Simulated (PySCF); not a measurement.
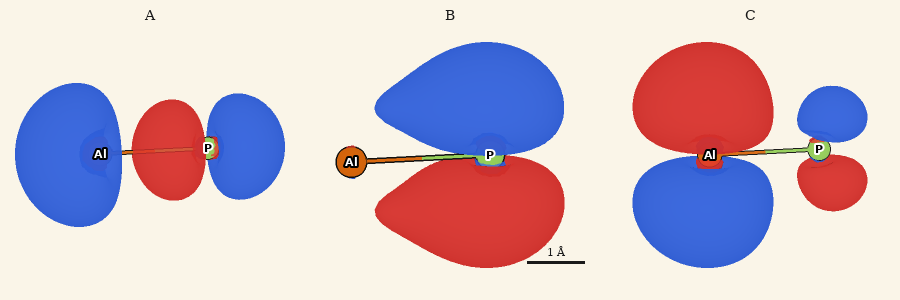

AlP (charge +1, quartet). Three frontier α-spin orbitals, each drawn at the value that holds 80 % of its norm (blue and red are the two phases), in no order; of a degenerate pair one member is drawn.

These are results of PBE0/jorge-DZP-DKH, spin-free X2C-1e, Gaussian nucleus, at a bond length of 2.520 Å in PySCF, not measurements.

Name the orbitals and rank them from lowest to highest energy.

Answer. Orbital B: π, occupied in this spin, −13.39 eV; mainly on P (90 %).
Orbital A: σ, occupied in this spin, −12.85 eV; shared between the atoms (Al 55 %, P 45 %).
Orbital C: π, empty in this spin, −7.64 eV; mainly on Al (90 %).
